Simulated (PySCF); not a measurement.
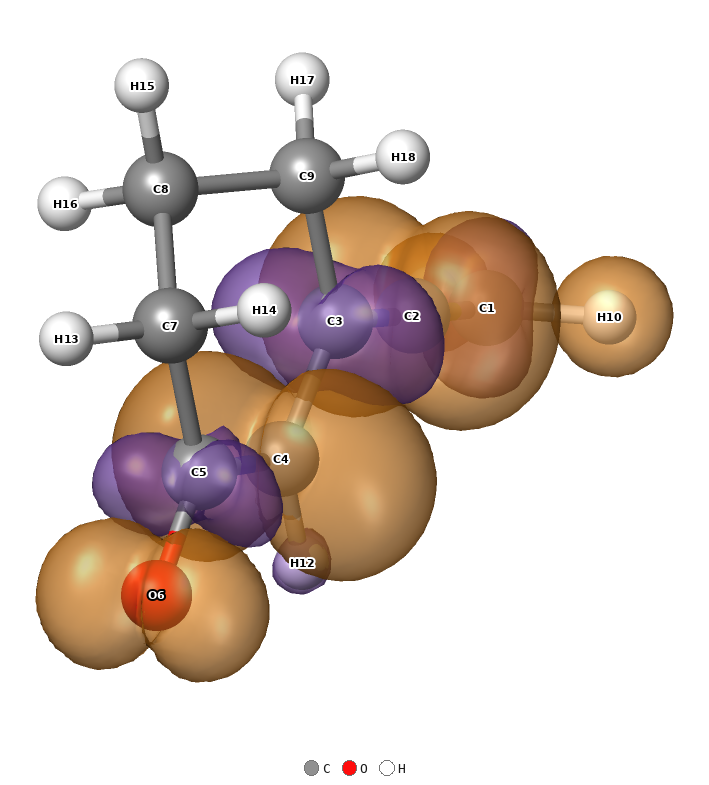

C8H9O (SMILES C=[C]C1=CC(=O)CCC1) (doublet). Isosurfaces of the spin density at +0.015 (orange) and −0.015 e/Å³ (purple), seen at an oblique angle.

Geometry: GFN2-xTB.

The calculation used UKS B3LYP, pcH-1 on C H O, non-relativistic, mean-field spin-orbit, GIAO in PySCF.

```xyz
18

C     3.3675   -0.1768   -0.3662
C     2.0911   -0.0459   -0.2739
C     0.7607    0.0684   -0.1763
C     0.1307    1.3145   -0.2748
C    -1.2893    1.5007   -0.1902
O    -1.8103    2.6031   -0.3101
C    -2.1220    0.2506    0.0361
C    -1.3469   -0.8167    0.7977
C    -0.0761   -1.1712    0.0350
H     3.8636   -0.3487   -1.3116
H     4.0208   -0.1120    0.4930
H     0.7316    2.1995   -0.4271
H    -3.0359    0.5312    0.5617
H    -2.4124   -0.1315   -0.9478
H    -1.9636   -1.7081    0.9277
H    -1.0836   -0.4406    1.7892
H     0.5044   -1.9253    0.5696
H    -0.3390   -1.5849   -0.9439
```

Q: Describe the spin distribution.

A: The unpaired spin (1 electron) lies mostly on C4 (about 0.4), C2 (about 0.3) and O6 (about 0.2), in electrons by Hirshfeld's partition.
